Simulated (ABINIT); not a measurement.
# GaAs (F-43m): G0W0 with ABINIT, start to end, part 2 of 3

How does a plane-wave GW calculation on GaAs (F-43m) run from the first input to the gap?

ABINIT 10.8.3; PBE and many-body steps on it, plane waves. Known limits of the many-body steps: not at the basis limit; screening runs away on this mesh; no spin-orbit coupling; coarse k mesh.

So far. Step 2 (Ground state): The gap is direct, at Γ.

## 3. Bands along the symmetry lines

Level of this step: DFT, PBE, plane waves, norm-conserving pseudopotentials (ABINIT).

Levels along a band path, at the cheap level, show where the edges lie and whether the meshes to come will hold them.

The input, run.abi:

```
acell 3*1.0 Angstrom
rprim 
  0.000000000000 2.826850000000 2.826850000000
  2.826850000000 0.000000000000 2.826850000000
  2.826850000000 2.826850000000 -0.000000000000
ntypat 2
znucl 31 33
natom 2
typat 1 2
xred 
  0.000000000000 0.000000000000 0.000000000000
  0.250000000000 0.250000000000 0.250000000000
pp_dirpath "pseudos"
pseudos "Ga.upf, As.upf"
ecut 45
iscf -2
irdden 1
kptopt 0
nkpt 50
kpt 
  0.00000000 0.00000000 0.00000000
  -0.06250000 -0.06250000 0.00000000
  -0.12500000 -0.12500000 0.00000000
  -0.18750000 -0.18750000 0.00000000
  -0.25000000 -0.25000000 0.00000000
  -0.31250000 -0.31250000 0.00000000
  -0.37500000 -0.37500000 0.00000000
  -0.43750000 -0.43750000 0.00000000
  -0.50000000 -0.50000000 0.00000000
  -0.48437500 -0.48437500 0.03125000
  -0.46875000 -0.46875000 0.06250000
  -0.45312500 -0.45312500 0.09375000
  -0.43750000 -0.43750000 0.12500000
  -0.42187500 -0.42187500 0.15625000
  -0.40625000 -0.40625000 0.18750000
  -0.39062500 -0.39062500 0.21875000
  -0.37500000 -0.37500000 0.25000000
  -0.37500000 0.00000000 0.37500000
  -0.32812500 0.00000000 0.32812500
  -0.28125000 0.00000000 0.28125000
  -0.23437500 0.00000000 0.23437500
  -0.18750000 0.00000000 0.18750000
  -0.14062500 0.00000000 0.14062500
  -0.09375000 0.00000000 0.09375000
  -0.04687500 0.00000000 0.04687500
  0.00000000 0.00000000 0.00000000
  0.00000000 0.00000000 0.06250000
  0.00000000 0.00000000 0.12500000
  0.00000000 0.00000000 0.18750000
  0.00000000 0.00000000 0.25000000
  0.00000000 0.00000000 0.31250000
  0.00000000 0.00000000 0.37500000
  0.00000000 0.00000000 0.43750000
  -0.00000000 -0.00000000 0.50000000
  -0.06250000 -0.03125000 0.46875000
  -0.12500000 -0.06250000 0.43750000
  -0.18750000 -0.09375000 0.40625000
  -0.25000000 -0.12500000 0.37500000
  -0.31250000 -0.15625000 0.34375000
  -0.37500000 -0.18750000 0.31250000
  -0.43750000 -0.21875000 0.28125000
  -0.50000000 -0.25000000 0.25000000
  -0.50000000 -0.28125000 0.21875000
  -0.50000000 -0.31250000 0.18750000
  -0.50000000 -0.34375000 0.15625000
  -0.50000000 -0.37500000 0.12500000
  -0.50000000 -0.40625000 0.09375000
  -0.50000000 -0.43750000 0.06250000
  -0.50000000 -0.46875000 0.03125000
  -0.50000000 -0.50000000 0.00000000
istwfk *1
nband 29
nbdbuf 2
tolwfr 1e-08
nstep 40
prtwf 0
prtvol 0
indata_prefix "in"
outdata_prefix "out"
tmpdata_prefix "tmp"
```

Command:

```sh
$ OMP_NUM_THREADS=1 mpirun -n 8 abinit run.abi > log
```

Numbers of over 12 decimals in the logs are rounded to 6 here.

The log of the run:

```text
.Version 10.8.3 of ABINIT. v10.8.2 released Aug 2026.

 Symmetries : space group F-4 3 m (#216); Bravais cF (face-center cubic)
[... echo of the input left out ...]
== DATASET  1 ==================================================================
-   mpi_nproc: 8, omp_nthreads: 1 (-1 if OMP is not activated)

--- !DatasetInfo
iteration_state: {dtset: 1, }
dimensions: {natom: 2, nkpt: 50, mband: 29, nsppol: 1, nspinor: 1, nspden: 1, mpw: 4477, }
cutoff_energies: {ecut:  45.0, pawecutdg:  -1.0, }
electrons: {nelect:   4.40000000E+01, charge:   0.00000000E+00, occopt:   1.00000000E+00, tsmear:   1.00000000E-02, }

 Real(R)+Recip(G) space primitive vectors, cartesian coordinates (Bohr,Bohr^-1):
 R(1)=  0.0000000  5.3419723  5.3419723  G(1)= -0.0935984  0.0935984  0.0935984
 R(2)=  5.3419723  0.0000000  5.3419723  G(2)=  0.0935984 -0.0935984  0.0935984
 R(3)=  5.3419723  5.3419723  0.0000000  G(3)=  0.0935984  0.0935984 -0.0935984
 Unit cell volume ucvol=  3.0488418E+02 bohr^3
 Angles (23,13,12)=  6.00000000E+01  6.00000000E+01  6.00000000E+01 degrees

 getcut: wavevector=  0.0000  0.0000  0.0000  ngfft=  48  48  48
         ecut(hartree)=     45.000   => boxcut(ratio)=   2.10404

--- Pseudopotential description ------------------------------------------------
- Ga Generated using ONCVPSP code by D. R. Hamann
- 31.00000  21.00000  171031                  znucl, zion, pspdat
12 -101130 2 -1 1902                          pspcod,pspxc,lmax,lloc,mmax
     nproj     2     2     2
  pspatm : epsatm=   21.85474337
         --- l  ekb(1:nproj) -->
             0    4.962806   -1.220223
             1   -5.679278   -1.350476
             2  -10.596651   -3.839775
 pspatm: atomic psp has been read  and splines computed

- As Generated using ONCVPSP code by D. R. Hamann
- 33.00000  23.00000  171031                  znucl, zion, pspdat
12 -101130 2 -1 1358                          pspcod,pspxc,lmax,lloc,mmax
     nproj     2     2     2
  pspatm : epsatm=   24.77333152
         --- l  ekb(1:nproj) -->
[...]
pspatm: atomic psp has been read  and splines computed

--------------------------------------------------------------------------------

================================================================================
 prteigrs : about to open file out_EIG
 Non-SCF case, kpt    1 (  0.00000  0.00000  0.00000), residuals and eigenvalues=
  7.95E-09  4.10E-09  8.72E-10  4.22E-09  1.87E-09  2.51E-09  6.84E-09  4.92E-09
  4.52E-09  6.80E-09  5.31E-09  1.63E-09  2.65E-09  3.05E-09  6.31E-09  5.72E-09
  3.83E-09  3.66E-09  7.04E-09  2.25E-09  2.99E-09  6.38E-09  8.69E-09  9.63E-09
  3.50E-09  7.40E-09  6.12E-09  1.08E-06  2.68E-05
 -6.5841E+00 -5.0788E+00 -4.5024E+00 -4.5024E+00 -4.5024E+00 -3.2656E+00
 -3.2656E+00 -3.2656E+00 -1.0842E+00 -1.0842E+00 -1.0842E+00 -1.0838E+00
 -1.0838E+00 -3.3685E-01 -3.3685E-01 -3.3685E-01 -3.3402E-01 -3.3402E-01
[...]
1.73E-09  1.85E-09  3.51E-09  1.38E-07  1.65E-05
[...]
Non-SCF case, kpt    3 ( -0.12500 -0.12500  0.00000), residuals and eigenvalues=
[...]
Non-SCF case, kpt   49 ( -0.50000 -0.46875  0.03125), residuals and eigenvalues=
[...]
Non-SCF case, kpt   50 ( -0.50000 -0.50000  0.00000), residuals and eigenvalues=
[...]
-1.0837E+00 -3.4072E-01 -3.3464E-01 -3.3464E-01 -3.3460E-01 -3.3301E-01
 -1.6768E-01 -4.2359E-02  1.0989E-01  1.0989E-01  2.6225E-01  2.6928E-01
[...]
--- !ResultsGS
iteration_state: {dtset: 1, }
comment   : Summary of ground state results
lattice_vectors:
- [  0.0000000,   5.3419723,   5.3419723, ]
- [  5.3419723,   0.0000000,   5.3419723, ]
- [  5.3419723,   5.3419723,  -0.0000000, ]
lattice_lengths: [   7.55469,    7.55469,    7.55469, ]
lattice_angles: [ 60.000,  60.000,  60.000, ] # degrees, (23, 13, 12)
lattice_volume:   3.0488418E+02
convergence: {deltae:  0.000E+00, res2:  0.000E+00, residm:  9.967E-09, diffor:  0.000E+00, }
etotal    :  -5.53587247E+02
entropy   :   0.00000000E+00
fermie    :   2.08235878E-01
cartesian_stress_tensor: null
pressure_GPa: null
xred      :
- [  0.0000E+00,   0.0000E+00,   0.0000E+00, Ga]
- [  2.5000E-01,   2.5000E-01,   2.5000E-01, As]
cartesian_forces: null
force_length_stats: {min: null, max: null, mean: null, }

 Integrated electronic density in atomic spheres:
 ------------------------------------------------
 Atom  Sphere_radius  Integrated_density
[...]
================================================================================

 ----iterations are completed or convergence reached----

 Mean square residual over all n,k,spin=   48.042E-10; max=  99.673E-10
 reduced coordinates (array xred) for    2 atoms
       0.000000000000      0.000000000000      0.000000000000
       0.250000000000      0.250000000000      0.250000000000

 cartesian coordinates (angstrom) at end:
    1      0.000000     0.000000     0.000000
    2      1.413425     1.413425     1.413425
 length scales=  1.889726125908  1.889726125908  1.889726125908 bohr
              =  1.000000000000  1.000000000000  1.000000000000 angstroms
 prteigrs : about to open file out_EIG
 Eigenvalues (hartree) for nkpt=  50  k points:
 kpt#   1, nband= 29, wtk=  1.00000, kpt=  0.0000  0.0000  0.0000 (reduced coord)
[...]
kpt#   2, nband= 29, wtk=  1.00000, kpt= -0.0625 -0.0625  0.0000 (reduced coord)
[...]
kpt#   3, nband= 29, wtk=  1.00000, kpt= -0.1250 -0.1250  0.0000 (reduced coord)
[...]
kpt#  49, nband= 29, wtk=  1.00000, kpt= -0.5000 -0.4687  0.0313 (reduced coord)
[...]
0.57609    0.57670    0.61192    0.68199    0.70271
 kpt#  50, nband= 29, wtk=  1.00000, kpt= -0.5000 -0.5000  0.0000 (reduced coord)
[...]
-1.08414   -1.08402   -1.08402   -1.08377   -1.08368   -0.34072   -0.33464   -0.33464
  -0.33460   -0.33301   -0.16768   -0.04236    0.10989    0.10989    0.26225    0.26928
   0.58231    0.58231    0.61197    0.69814    0.70285

== END DATASET(S) ==============================================================
================================================================================

 -outvars: echo values of variables after computation  --------
            nband          29
             nkpt          50
          spgroup         216
 [... the other variables as echoed above ...]

 Calculation completed.
```

Wall time 40 s (8 MPI ranks of Intel Xeon Platinum 8259CL at 2.50GHz (Skylake/Cascade Lake), shared host); peak memory 0.68 GiB.

Numbers from this step:

| Item | Value |
| --- | --- |
| gap | 0.5078 eV |
| k of the valence top | 0, 0, 0 |
| k of the conduction bottom | 0, 0, 0 |
| least direct gap | 0.5078 eV |

The gap is 0.508 eV, as in the run before at this level.

The electronic bands at the labelled points (eV, zero at the top of the highest filled band):

```
    point  band 19  band 20  band 21  band 22  band 23  band 24  band 25  band 26
        Γ   -12.73     0.00     0.00     0.00     0.51     3.74     3.74     3.74
        X   -10.23    -6.82    -2.68    -2.68     1.47     1.66    10.18    10.18
        U   -10.27    -6.63    -3.86    -2.26     1.97     4.64     7.96     8.07
jump to K   -10.27    -6.63    -3.86    -2.26     1.97     4.64     7.96     8.07
        Γ   -12.73     0.00     0.00     0.00     0.51     3.74     3.74     3.74
        L   -10.97    -6.64    -1.14    -1.14     1.00     4.65     4.65     7.76
        W   -10.17    -6.63    -3.53    -3.34     4.62     4.73     5.42     6.05
        X   -10.23    -6.82    -2.68    -2.68     1.47     1.66    10.18    10.18
```

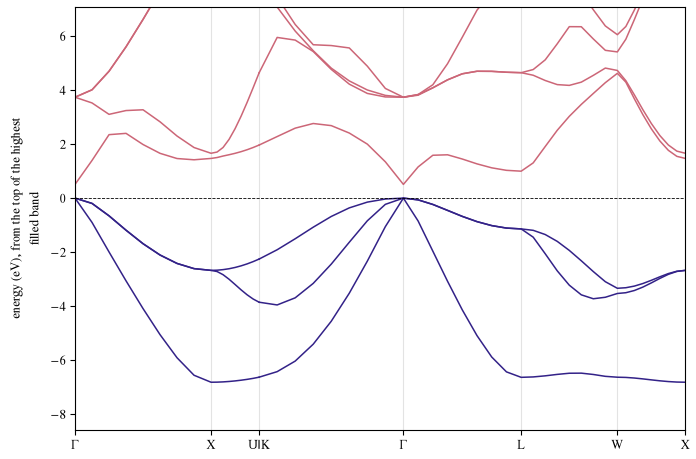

Electronic bands along the path; lines of filled and empty bands in two colours.

## 4. Empty states on the mesh, 4×4×4 mesh, 103 bands

The sums over transitions need many empty states on a uniform mesh; this step solves for them.

The input, run.abi:

```
acell 3*1.0 Angstrom
rprim 
  0.000000000000 2.826850000000 2.826850000000
  2.826850000000 0.000000000000 2.826850000000
  2.826850000000 2.826850000000 -0.000000000000
ntypat 2
znucl 31 33
natom 2
typat 1 2
xred 
  0.000000000000 0.000000000000 0.000000000000
  0.250000000000 0.250000000000 0.250000000000
pp_dirpath "pseudos"
pseudos "Ga.upf, As.upf"
ecut 45
ngkpt 4 4 4
nshiftk 1
shiftk 0 0 0
kptopt 1
chksymbreak 0
iscf -2
irdden 1
istwfk *1
nband 103
nbdbuf 8
tolwfr 1e-09
nstep 60
prtvol 0
indata_prefix "in"
outdata_prefix "out"
tmpdata_prefix "tmp"
```

The log of the run:

```text
.Version 10.8.3 of ABINIT. v10.8.2 released Aug 2026.

 Symmetries : space group F-4 3 m (#216); Bravais cF (face-center cubic)
[... echo of the input left out ...]
== DATASET  1 ==================================================================
-   mpi_nproc: 8, omp_nthreads: 1 (-1 if OMP is not activated)

--- !DatasetInfo
iteration_state: {dtset: 1, }
dimensions: {natom: 2, nkpt: 8, mband: 103, nsppol: 1, nspinor: 1, nspden: 1, mpw: 4477, }
cutoff_energies: {ecut:  45.0, pawecutdg:  -1.0, }
electrons: {nelect:   4.40000000E+01, charge:   0.00000000E+00, occopt:   1.00000000E+00, tsmear:   1.00000000E-02, }

 Real(R)+Recip(G) space primitive vectors, cartesian coordinates (Bohr,Bohr^-1):
 R(1)=  0.0000000  5.3419723  5.3419723  G(1)= -0.0935984  0.0935984  0.0935984
 R(2)=  5.3419723  0.0000000  5.3419723  G(2)=  0.0935984 -0.0935984  0.0935984
 R(3)=  5.3419723  5.3419723  0.0000000  G(3)=  0.0935984  0.0935984 -0.0935984
 Unit cell volume ucvol=  3.0488418E+02 bohr^3
 Angles (23,13,12)=  6.00000000E+01  6.00000000E+01  6.00000000E+01 degrees

 getcut: wavevector=  0.0000  0.0000  0.0000  ngfft=  48  48  48
         ecut(hartree)=     45.000   => boxcut(ratio)=   2.10404

--- Pseudopotential description ------------------------------------------------
- Ga Generated using ONCVPSP code by D. R. Hamann
- 31.00000  21.00000  171031                  znucl, zion, pspdat
12 -101130 2 -1 1902                          pspcod,pspxc,lmax,lloc,mmax
     nproj     2     2     2
  pspatm : epsatm=   21.85474337
         --- l  ekb(1:nproj) -->
             0    4.962806   -1.220223
             1   -5.679278   -1.350476
             2  -10.596651   -3.839775
 pspatm: atomic psp has been read  and splines computed

- As Generated using ONCVPSP code by D. R. Hamann
- 33.00000  23.00000  171031                  znucl, zion, pspdat
12 -101130 2 -1 1358                          pspcod,pspxc,lmax,lloc,mmax
     nproj     2     2     2
  pspatm : epsatm=   24.77333152
         --- l  ekb(1:nproj) -->
[...]
pspatm: atomic psp has been read  and splines computed

--------------------------------------------------------------------------------

================================================================================
 prteigrs : about to open file out_EIG
 Non-SCF case, kpt    1 (  0.00000  0.00000  0.00000), residuals and eigenvalues=
  2.14E-10  2.78E-10  9.24E-11  1.26E-10  1.16E-10  2.00E-10  1.43E-10  1.27E-10
  4.91E-10  1.79E-10  9.08E-11  4.61E-10  3.21E-10  1.93E-10  6.29E-10  1.15E-10
  6.12E-11  6.25E-11  2.49E-10  6.68E-10  2.56E-10  7.81E-10  7.90E-11  8.66E-10
[...]
1.83E-09  2.13E-08  1.38E-07  3.39E-06  2.23E-05  2.40E-06  2.37E-05
 -6.5841E+00 -5.0788E+00 -4.5024E+00 -4.5024E+00 -4.5024E+00 -3.2656E+00
 -3.2656E+00 -3.2656E+00 -1.0842E+00 -1.0842E+00 -1.0842E+00 -1.0838E+00
 -1.0838E+00 -3.3685E-01 -3.3685E-01 -3.3685E-01 -3.3402E-01 -3.3402E-01
[...]
2.9651E+00  2.9855E+00  2.9855E+00  2.9855E+00  3.0220E+00  3.0220E+00
  3.0220E+00  3.0549E+00  3.1138E+00  3.1138E+00  3.1139E+00  3.1199E+00
  3.1199E+00
 prteigrs : prtvol=0 or 1, do not print more k-points.

--- !ResultsGS
iteration_state: {dtset: 1, }
comment   : Summary of ground state results
lattice_vectors:
- [  0.0000000,   5.3419723,   5.3419723, ]
- [  5.3419723,   0.0000000,   5.3419723, ]
- [  5.3419723,   5.3419723,  -0.0000000, ]
lattice_lengths: [   7.55469,    7.55469,    7.55469, ]
lattice_angles: [ 60.000,  60.000,  60.000, ] # degrees, (23, 13, 12)
lattice_volume:   3.0488418E+02
convergence: {deltae:  0.000E+00, res2:  0.000E+00, residm:  9.972E-10, diffor:  0.000E+00, }
etotal    :  -5.53587247E+02
entropy   :   0.00000000E+00
fermie    :   2.08235878E-01
cartesian_stress_tensor: null
pressure_GPa: null
xred      :
- [  0.0000E+00,   0.0000E+00,   0.0000E+00, Ga]
- [  2.5000E-01,   2.5000E-01,   2.5000E-01, As]
cartesian_forces: null
force_length_stats: {min: null, max: null, mean: null, }

 Integrated electronic density in atomic spheres:
 ------------------------------------------------
 Atom  Sphere_radius  Integrated_density
[...]
================================================================================

 ----iterations are completed or convergence reached----

 Mean square residual over all n,k,spin=   37.383E-11; max=  99.717E-11
 reduced coordinates (array xred) for    2 atoms
       0.000000000000      0.000000000000      0.000000000000
       0.250000000000      0.250000000000      0.250000000000

 cartesian coordinates (angstrom) at end:
    1      0.000000     0.000000     0.000000
    2      1.413425     1.413425     1.413425
 length scales=  1.889726125908  1.889726125908  1.889726125908 bohr
              =  1.000000000000  1.000000000000  1.000000000000 angstroms
 prteigrs : about to open file out_EIG
 Eigenvalues (hartree) for nkpt=   8  k points:
 kpt#   1, nband=103, wtk=  0.01563, kpt=  0.0000  0.0000  0.0000 (reduced coord)
[...]
2.62694    2.62694    2.67396    2.74550    2.74550    2.74550    2.93907    2.93907
   2.93907    2.96515    2.96515    2.98546    2.98546    2.98546    3.02196    3.02196
   3.02196    3.05490    3.11383    3.11384    3.11386    3.11990    3.11992
 prteigrs : prtvol=0 or 1, do not print more k-points.

== END DATASET(S) ==============================================================
================================================================================

 -outvars: echo values of variables after computation  --------
            nband         103
             nkpt           8
          spgroup         216
 [... the other variables as echoed above ...]

 Calculation completed.
```

The job ended after 28 s (8 MPI ranks; peak memory 0.67 GiB; 3.7 min of CPU time).

This step gave:

| Property | Result |
| --- | --- |
| gap | 0.5078 eV |
| k of the valence top | 0, 0, 0 |
| k of the conduction bottom | 0, 0, 0 |
| least direct gap | 0.5078 eV |
| k points computed | 8 |
| lowest point of the top converged band, above the valence top | 70.7099 eV |

On this mesh the gap is 0.508 eV.

## 5. Screening, 4×4×4 mesh, 95 bands, screening to 136.1 eV

The RPA dielectric matrix is built and inverted for each q.

This step: RPA screening on PBE, plane waves, norm-conserving pseudopotentials.

Edit run.abi of step 4 so:

```diff
@@ -20,10 +20,11 @@
 chksymbreak 0
-iscf -2
-irdden 1
 istwfk *1
-nband 103
-nbdbuf 8
-tolwfr 1e-09
-nstep 60
-prtvol 0
+occopt 1
+irdwfk 1
+optdriver 3
+nband 95
+ecuteps 5
+inclvkb 2
+awtr 1
+symchi 1
 indata_prefix "in"
```

The log of the run:

```text
.Version 10.8.3 of ABINIT. v10.8.2 released Aug 2026.

 Symmetries : space group F-4 3 m (#216); Bravais cF (face-center cubic)
[... echo of the input left out ...]
== DATASET  1 ==================================================================
-   mpi_nproc: 8, omp_nthreads: 1 (-1 if OMP is not activated)

--- !DatasetInfo
iteration_state: {dtset: 1, }
dimensions: {natom: 2, nkpt: 8, mband: 95, nsppol: 1, nspinor: 1, nspden: 1, mpw: 4477, }
cutoff_energies: {ecut:  45.0, pawecutdg:  -1.0, }
electrons: {nelect:   4.40000000E+01, charge:   0.00000000E+00, occopt:   1.00000000E+00, tsmear:   1.00000000E-02, }

 SCREENING: Calculation of the susceptibility and dielectric matrices

 Based on a program developped by R.W. Godby, V. Olevano, G. Onida, and L. Reining.
 Incorporated in ABINIT by V. Olevano, G.-M. Rignanese, and M. Torrent.
.Using double precision arithmetic ; gwpc =  8

[... cell and pseudopotentials left out ...]
--------------------------------------------------------------------------------

 ==== K-mesh for the wavefunctions ====
 Number of points in the irreducible wedge :     8
[... list of points left out ...]
 Together with 24 symmetry operations and time-reversal symmetry
 yields    64 points in the full Brillouin Zone.

 ==== Q-mesh for the screening function ====
 Number of points in the irreducible wedge :     8
[... list of points left out ...]
 Together with 24 symmetry operations and time-reversal symmetry
 yields    64 points in the full Brillouin Zone.

 setmesh: FFT mesh size selected  =    32x   32x   32
          total number of points  =        32768

 vcoul_init : cutoff-mode = AUXILIARY_FUNCTION
 q-points for optical limit:   1
     1)      0.000010    0.000020    0.000030

- screening: taking advantage of time-reversal symmetry
- Maximum band index for partially occupied states nbvw = 22
- Remaining bands to be divided among processors   nbcw = 73
- Number of bands treated by each node ~9

 Number of electrons calculated from density =   44.0000; Expected =   44.0000
 average of density, n =  0.144317
 r_s =    1.1827
 omega_plasma =   36.6450 [eV]

 calculating chi0 at frequencies [eV] :
  1    0.000000E+00    0.000000E+00
  2    0.000000E+00    3.664498E+01

--------------------------------------------------------------------------------
  q-point number  1        q = ( 0.000000, 0.000000, 0.000000) [r.l.u.]
--------------------------------------------------------------------------------
[... chi0 elements left out ...]
 For q-point:  0.000010 0.000020 0.000030
  dielectric constant = 140.4423
  dielectric constant without local fields = 149.5573

  Average fulfillment of the sum rule on Im[epsilon] for q-point    1 :     30.29  [%]
[... wings left out ...]
  q-point number  2        q = ( 0.250000, 0.000000, 0.000000) [r.l.u.]
--------------------------------------------------------------------------------
[... chi0 elements left out ...]
  Average fulfillment of the sum rule on Im[epsilon] for q-point    2 :     35.93  [%]

 [... 6 further q-points ...]
```

The job ended after 52 s (8 MPI ranks; peak memory 1.9 GiB).

Numbers from this step:

| Property | Result |
| --- | --- |
| ε∞ with local fields, on this mesh, along the program's q direction | 140.4 |
| the same without local fields | 149.6 |
| plasma frequency | 36.65 eV |
| plane waves in the screening matrix | 169 |

Local fields lower ε∞ by 6 %. The value itself is an artefact of the mesh, where one narrow direct gap carries too much weight.

(Part 2 of 3 ends here.)

[Paths, hosts, dates, memory and timing lines, banners, echoed tables and standing remarks are left out of the program output.]

[Logs are printed without paths, hosts, clocks, repeated set-up lines and the standing remarks that a program may print on its own settings, such as how far it seeks lower states.]

[Runs of the session that timed out or met a known fault of the program may be left out.]

[Hosts, paths, dates, database ids (printed as entryN), source tags and the programs' standing remarks are cut or masked in the printed files.]

[G0W0 gaps are taken among the corrected bands and points alone; a level outside them can change the order at an edge.]

[Where Ansatz stands beside ABINIT at settings called matched, ABINIT's density can come from a denser mesh and the files from another edition; pairs whose starting gaps differed by over 0.03 eV were left out, so agreement reads better than it is.]
